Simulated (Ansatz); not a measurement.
Phonon calculation, with input and output: CH6FGe

The run: phonon calculation of CH6FGe, multiplicity 2. Method and program: UKS PBE0-D4/def2-mTZVP (Ansatz 0.2.0).

It belongs to a series of runs on one base structure; here: vibrations at the highest image of the band. Figures and captions count atoms from 1; the log counts them from 0 in places.

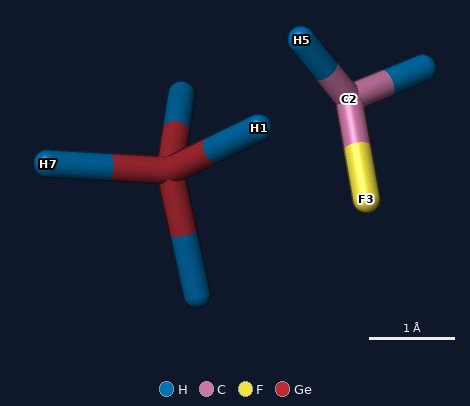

The structure as given in the input (stick view, seen at a tilt; atoms are numbered from 1 in the order of the input). Sticks mark near contacts.

Input file:
```yaml
crystal:
  periodic: [false, false, false]
  atoms:
    - { symbol: H, position_ang: [-0.069615, 0.128884, -0.018615] }
    - { symbol: C, position_ang: [-0.729873, 0.475185, -1.502876] }
    - { symbol: F, position_ang: [-0.392748, -0.57826, -2.267189] }
    - { symbol: Ge, position_ang: [0.633152, -0.365447, 1.379995] }
    - { symbol: H, position_ang: [-0.213219, 1.387775, -1.785133] }
    - { symbol: H, position_ang: [-1.792934, 0.517428, -1.284946] }
    - { symbol: H, position_ang: [2.087198, 0.137596, 1.444289] }
    - { symbol: H, position_ang: [-0.145499, 0.199478, 2.583579] }
    - { symbol: H, position_ang: [0.623539, -1.902639, 1.450895] }
magnetization:
  spin_polarized: true
  initial_magnetization: 1
basis:
  gaussian: { orbitals: def2-mTZVP }
hamiltonian:
  xc: pbe0
  dispersion: d4
phonons: {}
```

Hardware: 2 threads of Intel Xeon @ 2.50GHz (Skylake/Cascade Lake), 128 GiB of memory available, shared host.

Launched with:
```bash
ansatz run input.yaml --threads 2 --pin off --max-ram 3072MiB --backend cpu --events-out ev --progress --plain --runs-dir out
```

Output:
```
Engine: ansatz 0.2.0, x86_64-unknown-linux-gnu
Functional definition: PBE0
  parameter a = 0.25
  parameter kappa = 0.804
  parameter beta = 0.06672455060314922
  exchange = (1 - a)*pbe_x(kappa = kappa, mu = beta*pi^2/3) + a*exact_x
  correlation = pbe_c(beta = beta)
931 factors; integrals over basis functions are off by at most 6.0e-4 eV
mean field evaluation 1: about -60355.3127 eV, gradient 2.2e1 eV
mean field evaluation 2: about -60355.0672 eV, gradient 2.4e1 eV
mean field evaluation 4: about -60357.1084 eV, gradient 1.2e0 eV
mean field evaluation 8: about -60357.1491 eV, gradient 9.3e-2 eV
mean field evaluation 16: about -60357.1491 eV, gradient 4.1e-5 eV
mean field -60357.14911254 eV, -2218.0843183409 hartree, gradient 4.1e-5 eV, S^2 0.757457; 0 other end points of the search recorded, 0 dependent functions left out
the calculation of the forces begins
reference -60357.14914352 eV, -2218.0843194794 hartree; 27, 26 occupied and 65, 66 virtual orbitals, 931 factors
these checks for a lower state are left out or cut short: stability, starts, cluster_reference, orbital_swaps, neighbouring_geometries, increment
931 factors; integrals over basis functions are off by at most 6.0e-4 eV
mean field -60357.14911675 eV, -2218.0843184957 hartree, gradient 2.2e-6 eV, S^2 0.757433; 0 other end points of the search recorded, 0 dependent functions left out
[... from here on the field's lines of each further geometry are left out, up to the last ...]
the calculation of the forces begins
reference -60357.14914199 eV, -2218.0843194230 hartree; 27, 26 occupied and 65, 66 virtual orbitals, 931 factors
these checks for a lower state are left out or cut short: stability, starts, cluster_reference, orbital_swaps, neighbouring_geometries, increment
931 factors; integrals over basis functions are off by at most 6.0e-4 eV
mean field -60357.14910468 eV, -2218.0843180518 hartree, gradient 4.8e-6 eV, S^2 0.757457; 0 other end points of the search recorded, 0 dependent functions left out
the calculation of the forces begins
reference -60357.14913566 eV, -2218.0843191902 hartree; 27, 26 occupied and 65, 66 virtual orbitals, 931 factors
WARN: phonons: modes at or below zero, which the zero-point energy, F, S and C_V leave out: 1, the lowest at -656.54 cm⁻¹. A minimum has none, and a first-order saddle one
Total energy: -60357.23981807 eV, -2218.0876517076 hartree
Atom 0 at    -0.069615     0.128884    -0.018615 Å, force     0.004457    -0.001167     0.010863 eV/Å
Atom 1 at    -0.729873     0.475185    -1.502876 Å, force    -0.004780     0.005475     0.023852 eV/Å
Atom 2 at    -0.392748    -0.578260    -2.267189 Å, force     0.016676    -0.027036    -0.022551 eV/Å
Atom 3 at     0.633152    -0.365447     1.379995 Å, force    -0.006220     0.001043    -0.003775 eV/Å
Atom 4 at    -0.213219     1.387775    -1.785133 Å, force    -0.004852     0.008239    -0.003252 eV/Å
Atom 5 at    -1.792934     0.517428    -1.284946 Å, force    -0.006246     0.013392    -0.000043 eV/Å
Atom 6 at     2.087198     0.137596     1.444289 Å, force    -0.002107    -0.000235    -0.003228 eV/Å
Atom 7 at    -0.145499     0.199478     2.583579 Å, force     0.003046     0.000060    -0.001411 eV/Å
Atom 8 at     0.623539    -1.902639     1.450895 Å, force     0.000024     0.000228    -0.000456 eV/Å
Dipole moment:    -0.150428     0.280088     0.010608 e Å
Vibrations: -656.54 19.53 75.13 201.86 306.76 463.08 585.53 791.87 870.77 872.04 1005.34 1009.79 1109.16 1186.16 1205.54 1488.10 2135.16 2151.27 2157.45 3107.89 3238.36 cm⁻¹, zero-point energy 1.486618 eV
```

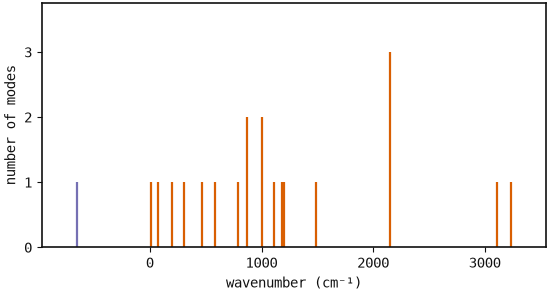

Harmonic vibrational wavenumbers from the force constants; neighbouring modes closer than 18 cm⁻¹ are counted in one stick, and imaginary ones are drawn at negative wavenumbers. 21 modes from 657i to 3238 cm⁻¹, 1 imaginary beyond 8i (657i cm⁻¹): a first-order saddle point, if the geometry is stationary.

Key numbers:

```csv
quantity,value
outcome,converged
total energy,−60357.2398 eV
mean-field energy,−60357.1491 eV
⟨S²⟩,0.757
largest force (length of the vector),0.039 eV/Å
wall time,2 min (CPU time 3.7 min)
peak memory,0.26 GiB
```
